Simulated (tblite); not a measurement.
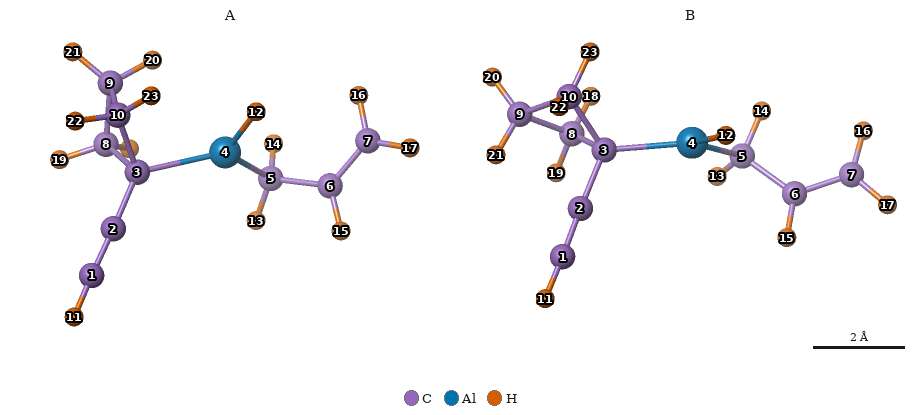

Two geometries of C9H13Al, drawn at one scale. One is the start of a relaxation, the other its converged end. A ball-and-stick model, seen at a tilt.

Computed with GFN2-xTB geometry optimisation, gas phase in tblite 0.8.0. 

### Which geometry has the lower energy?

Structure A is the relaxed one. H20 moves most after the best rigid fit: 2.69 Å. By element the largest moves are H 2.69 Å, C 1.32 Å, Al 0.37 Å. Near-neighbour distances that change, for instance: Al4–C9 3.887 → 2.978 Å, C3–Al4 1.955 → 2.024 Å, Al4–H12 1.614 → 1.547 Å, Al4–C5 1.975 → 2.011 Å. Among the angles between lasting bonds that change: Al4–C3–C10 116.7° → 100.5°, Al4–C3–C8 115.2° → 101.7°, Al4–C5–C6 107.1° → 96.0°. Groups turn about C3–C10 by about 60°, C3–C8 by about 60°, C8–C9 by about 60°. The energy falls by 0.916 eV in 234 geometry steps. Cost: 2.6 s on 1 thread of Arm Neoverse V1, with other jobs on the host.
